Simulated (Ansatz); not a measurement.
Process, species as SMILES: C1=CC1 → 3 C atom + 4 H atom
B3LYP-D3(BJ)/def2-TZVP geometries, fixed; electronic energies without zero-point terms.

Basis-set convergence of the atomisation energy at MP2 with Ansatz (a first-principles code). Cartesian d functions, on some or all atoms, in 6-31+G*; all else is spherical. Cores are frozen. Open shells are unrestricted. No added dispersion term, no relativity. Functions are those of the species that has most. Reference: Hartree-Fock in cc-pVQZ plus the correlation part extrapolated as X^-3 from cc-pVTZ and cc-pVQZ, 692.85 kcal/mol, itself unsure by roughly 2.59 kcal/mol (a third of the extrapolation step and of the last Hartree-Fock step). Deviations are taken from unrounded values.

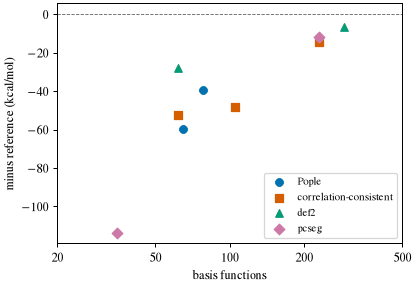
Deviation from the reference against the number of basis functions, by family of sets.

```json
[
 {"basis": "pcseg-0", "functions": "35", "atomisation energy (kcal/mol)": "579.24", "minus reference (kcal/mol)": "-113.61"},
 {"basis": "cc-pVDZ", "functions": "62", "atomisation energy (kcal/mol)": "640.55", "minus reference (kcal/mol)": "-52.29"},
 {"basis": "def2-SVP", "functions": "62", "atomisation energy (kcal/mol)": "664.72", "minus reference (kcal/mol)": "-28.12"},
 {"basis": "6-31+G*", "functions": "65", "atomisation energy (kcal/mol)": "632.92", "minus reference (kcal/mol)": "-59.92"},
 {"basis": "6-311G**", "functions": "78", "atomisation energy (kcal/mol)": "653.45", "minus reference (kcal/mol)": "-39.39"},
 {"basis": "aug-cc-pVDZ", "functions": "105", "atomisation energy (kcal/mol)": "644.70", "minus reference (kcal/mol)": "-48.14"},
 {"basis": "aug-cc-pVTZ", "functions": "230", "atomisation energy (kcal/mol)": "678.57", "minus reference (kcal/mol)": "-14.28"},
 {"basis": "aug-pcseg-2", "functions": "230", "atomisation energy (kcal/mol)": "680.83", "minus reference (kcal/mol)": "-12.02"},
 {"basis": "def2-QZVPP", "functions": "291", "atomisation energy (kcal/mol)": "686.49", "minus reference (kcal/mol)": "-6.36"}
]
```
